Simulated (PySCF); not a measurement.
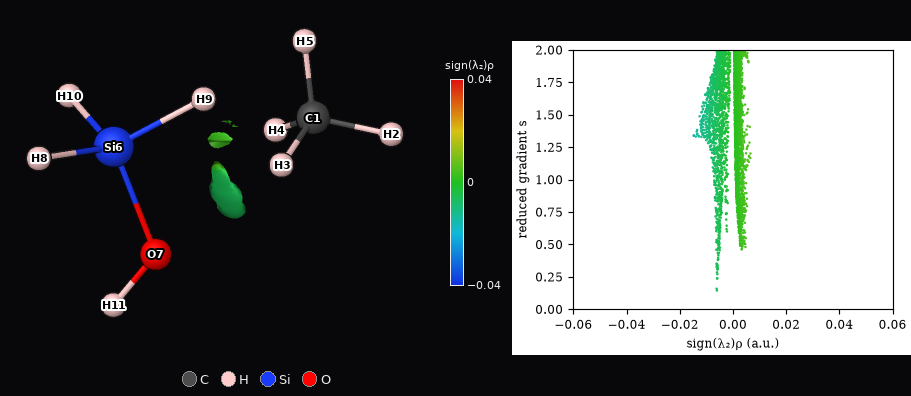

Figure. CH8OSi, SMILES `C.[SiH3]O`. Non-covalent interaction surfaces between the fragments (reduced density gradient s = 0.5, coloured by sign(λ₂)ρ in a.u.; trimmed to the region between the fragments where ρ is under 0.06 a.u.). Fragment A: H4C (atoms 1–5); fragment B: SiH4O. The plot gives s against sign(λ₂)ρ for grid points between the fragments.

Computed with PySCF, TPSS/def2-SVP, geometry: GFN2-xTB.

Input

```python
import numpy as np
from pyscf import gto, scf, dft
from pyscf.scf import atom_ks, atom_hf
from scipy.linalg import block_diag
from pyscf.dispersion import dftd3

def solve(mol, dm0=None, hcore=None):
    mf = (dft.UKS if mol.spin else dft.RKS)(mol, xc='tpss')
    mf.grids.level = 3
    mf = mf.density_fit(auxbasis='def2-universal-jkfit')
    mf.conv_tol, mf.max_cycle = 1e-8, 80
    if hcore is not None:
        mf.get_hcore = lambda *args: hcore
    mf.kernel(dm0)
    if not mf.converged:
        mf = mf.newton().run(mf.mo_coeff, mf.mo_occ, max_cycle=30)
    assert mf.converged, 'SCF not converged'
    return mf

mol = gto.M(atom='''
C      2.80824    -0.09118     0.00783
H      3.53904     0.28808    -0.69470
H      1.84948     0.37294    -0.18040
H      3.12872     0.13317     1.01704
H      2.71662    -1.16295    -0.11080
Si    -1.20589    -0.48315     0.00505
O     -0.77883     1.08329    -0.09438
H     -2.66387    -0.60974     0.05136
H     -0.63045    -1.01464    -1.21919
H     -0.63595    -1.08456     1.21196
H     -1.03988     1.72250     0.56212
''', basis='def2-svp', charge=0, spin=0, verbose=4)
mol_a = gto.M(atom='''
C      2.80824    -0.09118     0.00783
H      3.53904     0.28808    -0.69470
H      1.84948     0.37294    -0.18040
H      3.12872     0.13317     1.01704
H      2.71662    -1.16295    -0.11080
ghost-Si    -1.20589    -0.48315     0.00505
ghost-O     -0.77883     1.08329    -0.09438
ghost-H     -2.66387    -0.60974     0.05136
ghost-H     -0.63045    -1.01464    -1.21919
ghost-H     -0.63595    -1.08456     1.21196
ghost-H     -1.03988     1.72250     0.56212
''', basis='def2-svp', charge=0, spin=0, verbose=4)
mol_b = gto.M(atom='''
ghost-C      2.80824    -0.09118     0.00783
ghost-H      3.53904     0.28808    -0.69470
ghost-H      1.84948     0.37294    -0.18040
ghost-H      3.12872     0.13317     1.01704
ghost-H      2.71662    -1.16295    -0.11080
Si    -1.20589    -0.48315     0.00505
O     -0.77883     1.08329    -0.09438
H     -2.66387    -0.60974     0.05136
H     -0.63045    -1.01464    -1.21919
H     -0.63595    -1.08456     1.21196
H     -1.03988     1.72250     0.56212
''', basis='def2-svp', charge=0, spin=0, verbose=4)
ab, a, b = solve(mol), solve(mol_a), solve(mol_b)
e_int = ab.e_tot - a.e_tot - b.e_tot
print('counterpoise-corrected interaction energy / kcal/mol', e_int * 627.5095)
def disp(atoms, charge):
    m = gto.M(atom=atoms, charge=charge, basis='sto-3g', spin=None, unit='Bohr', verbose=0)
    return dftd3.DFTD3Dispersion(m, xc='tpss', version='d3bj').get_dispersion()['energy']
e_disp = disp(mol._atom, mol.charge) - disp(mol._atom[:5], mol_a.charge) - disp(mol._atom[5:], mol_b.charge)
print('D3(BJ) part / kcal/mol', e_disp * 627.5095)
# spherically averaged free atoms, for the promolecule
atm = atom_ks.get_atm_nrks(mol, xc='tpss')
pro = block_diag(*[(atm[a[0]][2] * atm[a[0]][3]) @ atm[a[0]][2].T for a in mol._atom])
np.savez('result.npz', e_int=e_int, e_disp=e_disp, dm_a=a.make_rdm1(), dm_b=b.make_rdm1(), c=ab.mo_coeff, occ=ab.mo_occ, eps=ab.mo_energy, pro=pro, d=[f.dip_moment(verbose=0) for f in (ab, a, b)])
```

Launched as:

```sh
OMP_NUM_THREADS=1 python input.py
```

The run took 110 s on 1 thread of Intel(R) Xeon(R) Processor @ 2.50GHz (Skylake/Cascade Lake), on a shared host, peak memory 0.42 GiB.

Partitions, critical points and surface values were worked out afterwards from this run's density.

**Which interactions hold the two fragments together?**

Bond critical points between the fragments: H3···O7, weak C–H hydrogen bond, 2.72 Å, ρ = 0.006 a.u. It is weak and appears green, as weak hydrogen bonds do. The pose is a local one from a semi-empirical search, not shown to be the most stable.

**How strongly are they bound?**

The counterpoise-corrected interaction energy of the frozen fragments is +0.1 kcal/mol without dispersion correction and −0.9 kcal/mol with D3(BJ). The pair geometry is semi-empirical, not a minimum at this level.
